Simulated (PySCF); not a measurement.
System: C4H12BO2 (SMILES CC[BH-](OC)OC) (charge −1).

Input

```
{"job": {"kind": "sp", "xc": "wB97X", "basis": "ma-def2-SVP", "d3": "d3bj", "grid": 2}, "charge": -1, "multiplicity": 1}
C     -2.253171    -0.678410    -0.798065
C     -0.744587    -0.889313    -0.809228
B      0.061409     0.106747     0.202164
O      1.526555    -0.180058     0.236129
C      1.939597    -1.238974     0.997218
O     -0.126289     1.489833    -0.255888
C      0.418735     2.466352     0.543401
H     -2.495881     0.362943    -1.069332
H     -2.663564    -0.841505     0.214872
H     -2.809335    -1.342749    -1.489045
H     -0.348721    -0.727501    -1.832043
H     -0.515410    -1.943188    -0.554246
H      1.605046    -2.229757     0.605980
H      3.048409    -1.273532     1.036879
H      1.567342    -1.184967     2.047837
H      0.167333     3.469354     0.141440
H      1.525980     2.398966     0.610345
H      0.035767     2.418976     1.590182
H     -0.384251    -0.021026     1.394827
```

Command:

```sh
OMP_NUM_THREADS=1 python redox_run.py task.json out
```

Geometry: PBE0-D3(BJ)/ma-def2-SVP.

All numbers below come from PySCF 2.14.0, density-fitted response routines, DFT single point, gas phase, functional wB97X.

What will maps of the electron density and electron localisation function show?

C–O (1.37 Å): ρ at the midpoint is about 2.3 e/Å³, with its minimum of 1.9 e/Å³ about 0.5 Å from C; the ELF peaks at about 0.90 between the atoms (a shared but strongly polarised pair).
B–O (1.47 Å): the density is about 1.6 e/Å³ at the midpoint; the ELF peaks at about 0.90 between the atoms; a polar covalent bond.
C–B (1.63 Å): ρ at the midpoint is about 1.3 e/Å³; the ELF peaks at about 1 between the atoms, as expected for a shared electron pair.
C–H (1.11 Å): ρ at the midpoint is about 1.8 e/Å³; the ELF climbs to about 1 towards the hydrogen, as it does in any bond to H; a covalent bond by its length.

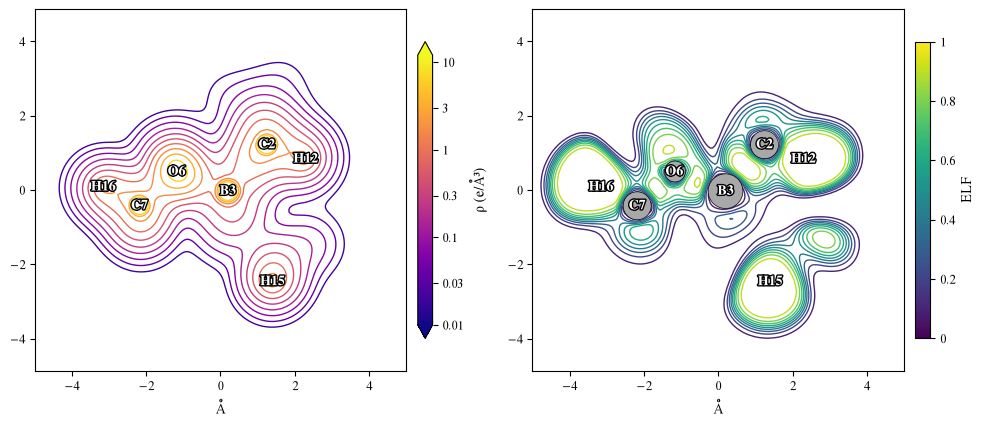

Computed electron density and electron localisation function on the plane of atoms B3, C2 and H12, in this order. Grey discs cover the atomic cores in the ELF map. 
